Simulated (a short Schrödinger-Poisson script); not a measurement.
Structure: MOS inversion layer, SiO2 on p-type Si(100), at 300 K.

| layer | material | thickness (nm) | Na (cm⁻³) |
|---|---|---|---|
| 1 | SiO2 | 1.7 | - |
| 2 | Si | 200 | 9e18 |

The device is made up for the run: typed textbook-type constants, with dimensions and the other settings drawn at random. SiO2: permittivity 3.9, conduction-band edge (eV) 3.15, gap (eV) 9, electron mass (mₑ) 0.5. Si: permittivity 11.7, conduction-band edge (eV) 0, gap (eV) 1.124, Nv at 300 K (cm⁻³) 3.1e19.

Channel valleys (confinement mass, in-plane density-of-states mass, number): Δ2 0.916, 0.19, 2; Δ4 0.19, 0.417, 4. At the gate the conduction-band edge of layer 1 lies 3.4 eV − eVg above the Fermi level of the channel; the field vanishes at the back. Gaps are held at their typed values at every temperature. Mesh 0.03 nm at interfaces.

Solved with a short Schrödinger-Poisson script written for these runs: 1D Poisson equation in equilibrium, electrons quantum, Hartree (BenDaniel-Duke, 12 states a valley, the channel's in-plane mass for all, wave functions ending at the dielectric), parabolic valleys, classical holes, full ionisation, no traps, pinning or gate leakage.

Only gate voltages with over 1e8 electrons/cm² are shown.

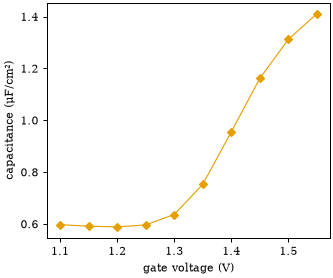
Quasi-static capacitance against gate voltage

```
Vg (V)  electrons (cm⁻²)  C (μF/cm²)  Δ2 E0 (meV)  Δ2 E1 (meV)  Δ4 E0 (meV)  Δ4 E1 (meV)
------  ----------------  ----------  -----------  -----------  -----------  -----------
1.1               1.67e8       0.597        261.7        430.7        417.7        679.6
1.15              5.85e8       0.591        229.2        400.5        387.3        653.5
1.2               2.07e9       0.588        196.6        370.1        356.8        627.1
1.25              7.30e9       0.596        163.9        339.7        326.1        600.6
1.3              2.52e10       0.636        131.8        309.7        296.0        574.4
1.35             8.02e10       0.753        101.7        281.6        267.8        549.7
1.4              2.13e11       0.955         76.0        257.8        243.9        528.8
1.45             4.45e11        1.16         56.2        239.6        225.7        512.9
1.5              7.62e11        1.31         41.3        226.2        212.3        501.3
1.55             1.14e12        1.41         29.8        216.0        202.3        492.5
```

Subbands count from the Fermi level.
